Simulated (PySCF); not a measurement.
# Cl3ORe (Re(O)(Cl)32+): the cost of one run

The runs use PySCF 2.14.0; PBE0, Re def2-SVP with ECP60, O def2-SVP, Cl def2-SVP; scalar-relativistic core potentials, no spin–orbit coupling.

3 further runs of the same task are left out: 2 for a known fault of the program, 1 that didn't finish.

### Step 1. The system as given

5 atoms, charge 2, spin multiplicity 1.

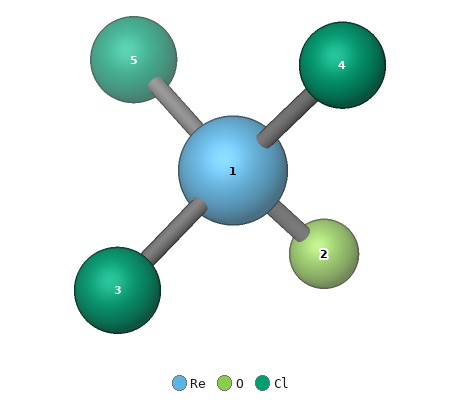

The structure; rhenium blue, oxygen green, chlorine teal; atoms are numbered from 1 in the order of the file.

As a file:

```xyz
5

Re    0.0518    0.0000   -0.0811
O     1.2436    0.0000   -1.2075
Cl    0.2959    1.7729    1.0973
Cl   -1.8149    0.0000   -1.1343
Cl    0.2959   -1.7729    1.0973
```

Formal oxidation states: Re +7. An earlier session relaxed this geometry at PBE0, Re def2-SVP with ECP60, O def2-SVP, Cl def2-SVP (singlet, point group C3v).

Its energy there is -1532.329538 Eh.

### Step 2. Multiplicity 3 at the relaxed geometry

File run.py (the lines that set the calculation):

```python
mol = gto.M(atom='''
Re     0.05184     0.00000    -0.08111
O      1.24358     0.00000    -1.20752
Cl     0.29589     1.77286     1.09728
Cl    -1.81490     0.00000    -1.13429
Cl     0.29589    -1.77286     1.09728''',
    basis={'Re': 'def2-SVP', 'O': 'def2-SVP', 'Cl': 'def2-SVP'},
    ecp={'Re': 'def2-SVP'},
    charge=2, spin=2)
mf = dft.UKS(mol, xc='PBE0')
mf.grids.atom_grid = (50, 194)
mf = mf.density_fit()  # fitting sets: Re def2-universal-JKFIT, O def2-universal-JKFIT, Cl def2-universal-JKFIT
mf.conv_tol = 1e-08; mf.max_cycle = 55
mf.kernel(dm0)  # dm0: free metal ions and neutral atoms
```

Started as:

```
$ OMP_NUM_THREADS=2 python run.py
```

**Question.** How long does this run take on 2 threads of Arm Neoverse V1, shared host?

About 4.9 s.
